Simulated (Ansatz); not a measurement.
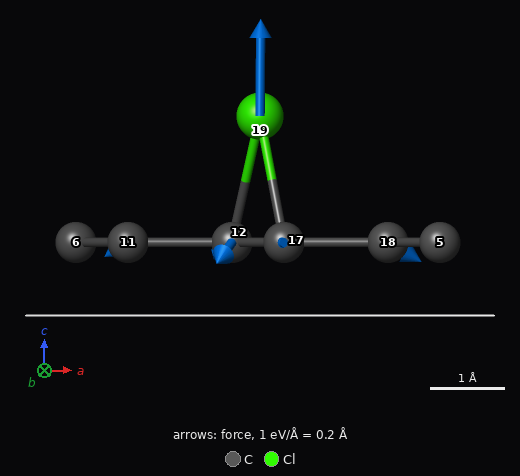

Starting geometry of a slab of composition C$_{18}$Cl with the computed forces as blue arrows. Style: ball-and-stick. Shown: the cell of the calculation, outlined in the plane, without the vacuum (origin shifted), along the b axis.

It is Cl on graphene monolayer, set down by a guess. The run prepares an end point of a later path (adatom hop) calculation, from a guessed geometry.

These are results of DFT PBEsol, scalar-relativistic, plane waves, PAW in Ansatz, not measurements. (plane-wave cutoff 420 eV; k-point mesh 2 × 2 × 1; occupations fermi dirac; smearing width 0.02 eV; collinear spin; atoms relaxed in a fixed cell; force threshold 0.03 eV/Å; at most 60 steps)

> Is this structure relaxed? If not, where do the atoms go?

It isn't relaxed: the largest force vector, on the Cl atom, is 6.67 eV/Å. The final displacements follow the starting forces only in part (cosine between the two patterns 0.62). The Cl atom moves most relative to the layer's centre: 1.03 Å at 33° to the normal (+c side). Largest moves by element: Cl 1.03 Å, C 0.07 Å. The lattice vectors keep their values. Some distances before and after: C–Cl 1.919 → 2.984 Å, C–Cl 1.830 → 2.529 Å, C–Cl 2.476 → 2.984 Å, C–C 1.424 → 1.431 Å. The energy falls by 2.677 eV per cell of the calculation in 8 accepted moves (9 points after the start). The largest force component goes from 6.7 to 0.0092 eV/Å. 1 step only repeated the SCF at the same geometry. The program noted that the starting moments weren't kept.

Limits of the set-up: the k-point mesh is coarse for a cell with partly filled bands; the periodic images lie only 7.4 Å apart, so the values are limited by the cell's size.
